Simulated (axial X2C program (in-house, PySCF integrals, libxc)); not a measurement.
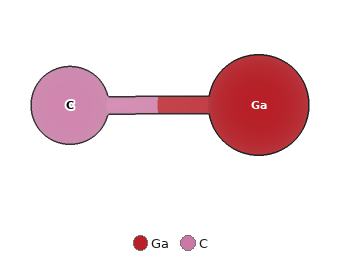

*The molecule at the reference distance of 1.999 Å.*

# Run report: GaC, relativistic diatomic calculation

GaC. The reference is closed-shell GaC⁺; the roots are the vertical energy changes on adding an electron to it, which gives states of GaC. The distance is the PBE0 minimum at charge 0. Computed at this level: EOM-EA-CCSD, two-component X2C with atomic mean-field Coulomb and Gaunt terms, Ga dyall-acv3z, C dyall-av3z (cores contracted) (axial X2C program (in-house, PySCF integrals, libxc)).

### Summary

```
                                                                                                          quantity                                                                 value
                                                                                                           outcome                                                             converged
                                                                                   HF energy of the reference GaC⁺                                                   −1979.05344 hartree
                                                                                  MP2 energy of the reference GaC⁺                                                   −1979.68654 hartree
CCSD energy of the reference GaC⁺ (with the MP2 share of the virtual spinors left out of the coupled-cluster step)                                                   −1979.70358 hartree
                                                                              CCSD(T) energy of the reference GaC⁺                                                   −1979.72139 hartree
                                          T1 diagnostic (spinor form; for a closed shell √2 times the usual value)                                                                 0.080
                                                                                                          hardware  1 thread of Arm Neoverse V1, 24 GiB of memory available, shared host
                                                                                                         wall time                                                                  34 s
                                                                                                       peak memory                                                              0.98 GiB
```

### Input file
```
{"zs": [31, 6], "q": 0, "bas": ["dyall-acv3z", "dyall-av3z"], "r0": 1.84, "eom": "ea", "thr": -2.0, "nmax": 92, "grid": [1, 0.96, 1.045, 0.92, 1.09, 1.15]}
```

The line is the task of a batch: nuclear charges, charge, bases, a first guess of the distance and further settings. This report covers the levels named above. The log is that of the reference distance 1.999 Å.

Launched within a batch (the task file carries these settings):
```bash
python <driver script> task.json out
```

### Log
```
two-component X2C + atomic mean field  HF
basis functions 182  fitting functions 1002  grid points 5077
iter        total energy     max residual
   1      -1979.022099893     2.81e-01
   2      -1979.048425906     1.31e-02
   3      -1979.050713218     3.43e-02
   4      -1979.051938121     9.67e-03
   5      -1979.052390310     4.43e-03
   6      -1979.052681520     6.59e-03
   7      -1979.052934444     4.50e-03
   8      -1979.053223688     2.14e-03
   9      -1979.053380087     1.83e-03
  10      -1979.053432217     1.22e-03
  11      -1979.053437220     2.71e-04
  12      -1979.053437726     4.83e-05
  13      -1979.053437784     4.02e-05
  14      -1979.053437788     9.10e-06
  15      -1979.053437788     1.28e-06
converged
one-electron -2845.92832512  Coulomb 897.61576373  exact exchange -79.33313664  xc functional 0.00000000  nuclear repulsion 49.23809967  atomic mean-field constant -0.64583943
correlated 16  virtual 302  natural virtual 88  E(MP2) -0.633103842  MP2 remainder -0.142615735
iter   CCSD correlation   residual
   1     -0.468739492   1.94e-01
   2     -0.492023227   1.15e-01
   3     -0.499050661   8.04e-02
   4     -0.501369796   5.46e-02
   5     -0.505222946   3.57e-02
   6     -0.505936715   2.05e-02
   7     -0.505979731   1.45e-02
   8     -0.506607473   1.19e-02
   9     -0.506419048   9.96e-03
  10     -0.506810398   8.36e-03
  11     -0.506820272   6.95e-03
  12     -0.507105321   5.29e-03
  13     -0.507229645   3.85e-03
  14     -0.507325062   3.06e-03
  15     -0.507396451   2.43e-03
  16     -0.507446873   1.67e-03
  17     -0.507485210   1.07e-03
  18     -0.507512032   5.83e-04
  19     -0.507517949   2.89e-04
  20     -0.507527194   1.75e-04
  21     -0.507526930   1.26e-04
  22     -0.507530027   9.60e-05
  23     -0.507530435   7.36e-05
  24     -0.507530024   5.89e-05
  25     -0.507529792   4.97e-05
  26     -0.507528971   4.24e-05
  27     -0.507527676   3.68e-05
  28     -0.507526806   3.08e-05
  29     -0.507524883   2.39e-05
  30     -0.507524123   1.59e-05
  31     -0.507523532   1.08e-05
  32     -0.507523168   7.74e-06
  33     -0.507523058   5.49e-06
  34     -0.507522983   4.06e-06
  35     -0.507522942   2.90e-06
  36     -0.507522957   2.02e-06
(T) -0.017815418244398327  T1 0.0800  D1 0.2224  max T2 0.215
EOM-EA-CCSD roots
2*Omega      energy/Eh   energy/eV  one-particle weight
    1      -0.29812473     -8.1124      0.848
    1      -0.20505129     -5.5797      0.054
    1      -0.19438605     -5.2895      0.096
    1      -0.18910045     -5.1457      0.023
    1      -0.17293314     -4.7058      0.058
    3      -0.28688352     -7.8065      0.861
    3      -0.21561445     -5.8672      0.100
    3      -0.18782156     -5.1109      0.010
    3      -0.17450038     -4.7484      0.801
    5      -0.18560768     -5.0506      0.000
    5      -0.12654195     -3.4434      0.000
    7      -0.08708360     -2.3697      0.000
```

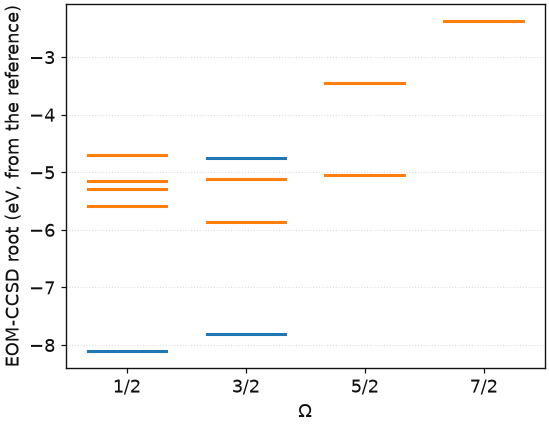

*EOM-CCSD roots by Ω at 2.00 Å; roots whose one-particle weight is under 0.8 have the second colour.*

The lowest has Ω = 1/2 and lies at −8.112 eV, with one-particle weight 0.85. 9 of the 12 roots are less well described at this level.
